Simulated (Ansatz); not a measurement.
Partial pair distribution functions of a relaxed model of amorphous Mo16Si32, broadened by 0.06 Å; density 5.66 g/cm³. Computed with PBE, scalar-relativistic without spin-orbit coupling (plane waves to 420 eV, PAW; Ansatz, a program for electronic structure).

Preparation: random packing, a CHGNet melt and quench, and a DFT relaxation. The hot cell started wider than the set density and was brought back towards it in steps. It is the lowest in DFT energy of 2 quenches. It is a model cell: composition and starting density were chosen by hand, and all elements were melted together. No dispersion term was used. Its density started from a set value of 5.63 and ended at 5.66 g/cm³. The simulated quench (nominally 200 K/ps over its main leg) is rapid and tends to freeze in more defects than a deposited or slowly cooled glass has. One small periodic cell is one sample of the glass; other quenches scatter about these values. Volume and shape were free in the relaxation. On a 2×2×2 Γ-centred mesh force components of up to 0.42 eV/Å stay, since the relaxation ran on one k-point at (1/4, 1/4, 1/4).

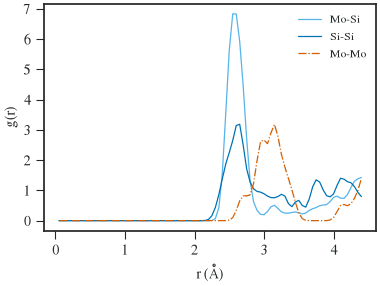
Figure: Partial pair distribution functions

Highest peaks under 4.5 Å: Mo-Si near 2.55 Å, Si-Si near 2.65 Å, Mo-Mo near 3.15 Å; pairs of few atoms are noisy.

Within 2.96 Å each Mo has 7.69 Si neighbours on average.
